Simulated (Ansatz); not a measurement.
# MP2/aug-cc-pVDZ run of CH2F2 (SMILES FCF)

Aim: the energy change on altering one bond length of CH2F2 at MP2/aug-cc-pVDZ, from 2 runs. 

The calculation is run with Ansatz 0.2.0.

55 further runs of the same task are left out: 55 set aside as unsound or not needed.

**1. The molecule**

CH2F2 has 5 atoms, charge 0, and is taken as a singlet. As SMILES, `FCF`. The shape is that of a PBE0-D4/def2-TZVP optimisation.

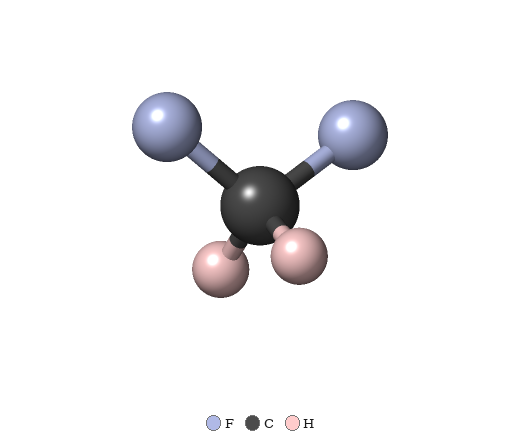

Viewed from a chosen angle; fluorine light blue, carbon dark grey, hydrogen pink.

**2. A single-point energy at MP2/aug-cc-pVDZ**

input.yaml reads:

```yaml
crystal:
  periodic: [false, false, false]
  atoms:
    - {symbol: F, position_ang: [-1.073300, 0.191200, 0.698300]}
    - {symbol: C, position_ang: [0.010100, -0.016900, -0.082300]}
    - {symbol: F, position_ang: [1.090500, -0.179200, 0.713200]}
    - {symbol: H, position_ang: [-0.142700, -0.932900, -0.659500]}
    - {symbol: H, position_ang: [0.165300, 0.864200, -0.711100]}
basis:
  gaussian:
    orbitals: aug-cc-pVDZ
correlation:
  method: mp2
  frozen_orbitals: {C: 1, F: 1, H: 0}
accuracy: high
```

Started as:

```console
$ ansatz run input.yaml --threads 1 --pin off --max-ram 3480MiB --events-out events.jsonl --progress --plain --runs-dir runs
```

What it wrote:

```text
Warning: RAYON_NUM_THREADS=1 ignored (pool sized by the plan → 1); use --threads N
Functional definition: HF
  name "HF"
  exchange = exact_x
  correlation = 0
1767 factors; integrals over basis functions are off by at most 3.2e-9 eV
mean field evaluation 1: about -6472.9771 eV, gradient 2.7e1 eV
mean field evaluation 2: about -6472.9785 eV, gradient 2.7e1 eV
mean field evaluation 4: about -6474.4346 eV, gradient 2.3e0 eV
mean field evaluation 8: about -6474.4528 eV, gradient 7.4e-5 eV
mean field -6474.45283087 eV, -237.9317529926 hartree, gradient 1.2e-8 eV, S^2 0.000000; 0 other end points of the search recorded, 0 dependent functions left out
3 core orbitals not correlated: weight in the atoms' cores, before any rotation towards them, 1.000 or more for the frozen orbitals, at most 0.000 for the correlated occupied ones
reference -6474.45283087 eV, -237.9317529926 hartree; 10, 10 occupied and 74, 74 virtual orbitals, 1767 factors
second order -15.02409292 eV of doubles, -0.00000000 eV of singles
Total energy: -6489.47692378 eV, -238.4838782235 hartree
```

It took 2.3 s on 1 thread of Arm Neoverse V1, shared host; peak memory 0.19 GiB.

**3. The distorted shape**

input.yaml reads:

```yaml
crystal:
  periodic: [false, false, false]
  atoms:
    - {symbol: F, position_ang: [-1.259544, -0.866143, 1.452876]}
    - {symbol: C, position_ang: [-0.176144, -1.074243, 0.672276]}
    - {symbol: F, position_ang: [0.904256, -1.236543, 1.467776]}
    - {symbol: H, position_ang: [-0.328944, -1.990243, 0.095076]}
    - {symbol: H, position_ang: [0.165300, 0.864200, -0.711100]}
basis:
  gaussian: {orbitals: aug-cc-pVDZ}
accuracy: high
correlation: {method: mp2, frozen_orbitals: {C: 1, F: 1, H: 0}}
```

Started as:

```console
$ ansatz run input.yaml --threads 1 --pin off --max-ram 3480MiB --events-out events.jsonl --progress --plain --runs-dir runs
```

What it wrote, shortened:

```text
Warning: RAYON_NUM_THREADS=1 ignored (pool sized by the plan → 1); use --threads N
[... 2 set-up lines as earlier in the session ...]
[...]
1782 factors; integrals over basis functions are off by at most 2.9e-9 eV
[...]
mean field -6468.59591757 eV, -237.7165153990 hartree, gradient 2.1e-8 eV, S^2 0.000000; 0 other end points of the search recorded, 0 dependent functions left out; unrestricted orbitals would lower it
[...]
unrestricted determinant -6470.72628748 eV, -237.7948050490 hartree, S^2 0.9113
3 core orbitals not correlated: weight in the atoms' cores, before any rotation towards them, 1.000 or more for the frozen orbitals, at most 0.000 for the correlated occupied ones
reference -6468.59591757 eV, -237.7165153990 hartree; 10, 10 occupied and 74, 74 virtual orbitals, 1782 factors
second order -16.06914856 eV of doubles, -0.00000000 eV of singles
Total energy: -6484.66506614 eV, -238.3070457167 hartree
```

Wall time 3 s (1 thread of Arm Neoverse V1, shared host); peak memory 0.21 GiB.

**4. Summary of results**

Level: MP2/aug-cc-pVDZ, 3 core orbitals frozen.

| quantity | value |
| --- | --- |
| first shape: total energy | -238.48388 Eh |
| first shape: correlation energy (3 core orbitals frozen) | -552.1 mEh |
| distorted shape: total energy | -238.30705 Eh |
| distorted shape: correlation energy (3 core orbitals frozen) | -590.5 mEh |
| energy change with the C2–H5 bond stretched from 1.094 to 2.406 Å | 4.812 eV |

In words: One bond (distorted shape) is far stretched, which a spin-restricted single reference describes badly; perturbation theory on it can break down and give far too much correlation. With the C2–H5 bond stretched from 1.094 to 2.406 Å the energy rises by 4.81 eV (464 kJ/mol). The first shape isn't relaxed at this level, so the change isn't measured from a minimum. A restricted reference can't describe the breaking bond well at this length. The restricted solution (distorted shape) is unstable to spin breaking: an unrestricted one lies lower.
